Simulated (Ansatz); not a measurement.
# One shape, several levels: BF3 (boron trifluoride)

Wanted: a comparison of 6 runs (B3LYP/STO-3G, BHLYP/STO-3G, PBE0/STO-3G, BCCD(T)/STO-3G, CCSDT/STO-3G, FCI/STO-3G) of BF3 (boron trifluoride). 

Program for the calculation: Ansatz 0.2.0.

35 further runs of the same task are left out: 2 that didn't finish, 33 set aside as unsound or not needed.

## (1) The system as given

The species is BF3 (4 atoms), meant as a singlet with charge 0. SMILES: `FB(F)F`. The F4–B1 distance was set to 1.951 Å, away from the relaxed value.

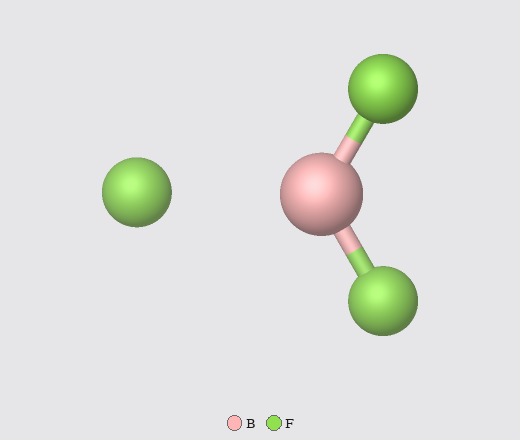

Viewed from a chosen angle; boron pink, fluorine green.

## (2) The energy at B3LYP/STO-3G (run 1)

in.yaml

```yaml
crystal:
  periodic: [false, false, false]
  atoms:
    - {symbol: B, position_ang: [0.337232, 0.556109, -0.002320]}
    - {symbol: F, position_ang: [1.637412, 0.528419, 0.011350]}
    - {symbol: F, position_ang: [-0.289118, 1.695829, -0.019370]}
    - {symbol: F, position_ang: [-0.674160, -1.112140, 0.004010]}
basis:
  gaussian:
    orbitals: STO-3G
total_charge: 0
hamiltonian:
  xc: {name: B3LYP}
accuracy: high
```

Run with:

```sh
$ ansatz run in.yaml --threads 1 --pin off --max-ram 2610MiB --events-out events.jsonl --progress --plain --runs-dir runs
```

Log:

```text
Warning: RAYON_NUM_THREADS=1 ignored (pool sized by the plan → 1); use --threads N
Functional definition: B3LYP
  name "B3LYP"
  parameter a0 = 0.2
  parameter ax = 0.72
  parameter ac = 0.81
  exchange = (1 - a0 - ax)*slater_x + ax*b88_x + a0*exact_x
  correlation = (1 - ac)*vwn_rpa_c + ac*lyp_c
356 factors; integrals over basis functions are off by at most 3.2e-8 eV
mean field evaluation 1: about -8696.9823 eV, gradient 2.5e1 eV
mean field evaluation 2: about -8612.1542 eV, gradient 1.3e2 eV
mean field evaluation 4: about -8700.4143 eV, gradient 2.1e0 eV
mean field evaluation 8: about -8700.3918 eV, gradient 1.1e-1 eV
mean field evaluation 16: about -8700.3918 eV, gradient 3.7e-6 eV
mean field -8700.39184775 eV, -319.7335030675 hartree, gradient 1.8e-8 eV, S^2 0.000000; 0 other end points of the search recorded, 0 dependent functions left out
reference -8700.39186639 eV, -319.7335037526 hartree; 16, 16 occupied and 4, 4 virtual orbitals, 356 factors
Total energy: -8700.39186639 eV, -319.7335037526 hartree
```

It took 1.1 s on 1 thread of Arm Neoverse V1, shared host; peak memory 0.092 GiB.

## (3) A single-point energy at BHLYP/STO-3G (run 2)

job.yaml

```yaml
basis:
  gaussian:
    orbitals: STO-3G
crystal:
  periodic: [false, false, false]
  atoms:
    - {symbol: B, position_ang: [0.337232, 0.556109, -0.002320]}
    - {symbol: F, position_ang: [1.637412, 0.528419, 0.011350]}
    - {symbol: F, position_ang: [-0.289118, 1.695829, -0.019370]}
    - {symbol: F, position_ang: [-0.674160, -1.112140, 0.004010]}
accuracy: high
magnetization:
  spin_polarized: false
  initial_magnetization: 0
hamiltonian:
  xc: {name: BHLYP}
```

Run with:

```sh
$ ansatz run job.yaml --threads 1 --pin off --max-ram 2610MiB --events-out events.jsonl --progress --plain --runs-dir runs
```

Log:

```text
Warning: RAYON_NUM_THREADS=1 ignored (pool sized by the plan → 1); use --threads N
Functional definition: BHLYP
  name "BHLYP"
  parameter a = 0.5
  exchange = (1 - a)*b88_x + a*exact_x
  correlation = lyp_c
356 factors; integrals over basis functions are off by at most 3.2e-8 eV
mean field evaluation 1: about -8693.4275 eV, gradient 3.0e1 eV
mean field evaluation 2: about -8670.5426 eV, gradient 9.8e1 eV
mean field evaluation 4: about -8698.1731 eV, gradient 3.5e0 eV
mean field evaluation 8: about -8698.2479 eV, gradient 3.7e-2 eV
mean field evaluation 16: about -8698.2479 eV, gradient 2.0e-6 eV
mean field -8698.24794883 eV, -319.6547162353 hartree, gradient 1.9e-8 eV, S^2 0.000000; 0 other end points of the search recorded, 0 dependent functions left out
reference -8698.24796158 eV, -319.6547167040 hartree; 16, 16 occupied and 4, 4 virtual orbitals, 356 factors
Total energy: -8698.24796158 eV, -319.6547167040 hartree
```

Run time: 1 s. Hardware: 1 thread of Arm Neoverse V1, shared host; peak memory 0.091 GiB.

Runs 3 to 5 aren't shown in full; the table further down has their settings and results.

## (4) The energy at FCI/STO-3G (run 6)

Edit job.yaml of step 3 so:

```diff
@@ -10,7 +10,6 @@
     - {symbol: F, position_ang: [-0.674160, -1.112140, 0.004010]}
+total_charge: 0
+correlation:
+  method: fci
+  frozen_orbitals: {B: 1, F: 1}
 accuracy: high
-magnetization:
-  spin_polarized: false
-  initial_magnetization: 0
-hamiltonian:
-  xc: {name: BHLYP}
```

Run with:

```sh
$ ansatz run job.yaml --threads 1 --pin off --max-ram 2610MiB --events-out events.jsonl --progress --plain --runs-dir runs
```

Log:

```text
Warning: RAYON_NUM_THREADS=1 ignored (pool sized by the plan → 1); use --threads N
Functional definition: HF
  name "HF"
  exchange = exact_x
  correlation = 0
356 factors; integrals over basis functions are off by at most 3.2e-8 eV
mean field evaluation 1: about -8660.3742 eV, gradient 3.3e1 eV
mean field evaluation 2: about -8660.4231 eV, gradient 3.3e1 eV
mean field evaluation 4: about -8666.3790 eV, gradient 2.3e0 eV
mean field evaluation 8: about -8666.4144 eV, gradient 8.5e-4 eV
mean field -8666.41443040 eV, -318.4848560106 hartree, gradient 1.7e-8 eV, S^2 0.000000; 0 other end points of the search recorded, 0 dependent functions left out; unrestricted orbitals would lower it
mean field evaluation 16: about -8666.8639 eV, gradient 2.1e0 eV
4 core orbitals not correlated: weight in the atoms' cores, before any rotation towards them, 1.000 or more for the frozen orbitals, at most 0.000 for the correlated occupied ones
reference -8666.41443040 eV, -318.4848560106 hartree; 12, 12 occupied and 4, 4 virtual orbitals, 356 factors
state -8670.87855072 eV, -318.6489094063 hartree
Total energy: -8670.87855072 eV, -318.6489094063 hartree
```

Wall time 16 s (1 thread of Arm Neoverse V1, shared host); peak memory 0.31 GiB.

## (5) All runs side by side

```csv
run,level,frozen core orbitals,energy (Eh),wall time
1,B3LYP/STO-3G,–,-319.733504,1.1 s
2,BHLYP/STO-3G,–,-319.654717,1 s
3,PBE0/STO-3G,–,-319.480080,1 s
4,BCCD(T)/STO-3G,4,-318.647168,0.29 s
5,CCSDT/STO-3G,4,-318.648695,0.65 s
6,FCI/STO-3G,4,-318.648909,16 s
```

## (6) Results

```
                                          quantity          value
                               run 6: total energy  -318.64891 Eh
run 6: correlation energy (4 core orbitals frozen)     -164.1 mEh
```

**Reading.** Against full CI in this basis: BCCD(T) +1.7 mEh; CCSDT +0.2 mEh. Totals of different functionals can't be ranked against each other. In runs 4, 5 the log says that unrestricted orbitals would lower the reference, so the values rest on an unstable closed-shell determinant (other closed-shell runs at this shape may share the fault). In runs 1, 2, 3, 4, 5, 6 the basis is minimal, so the values are rough. All runs together took 20 s, the longest 16 s.
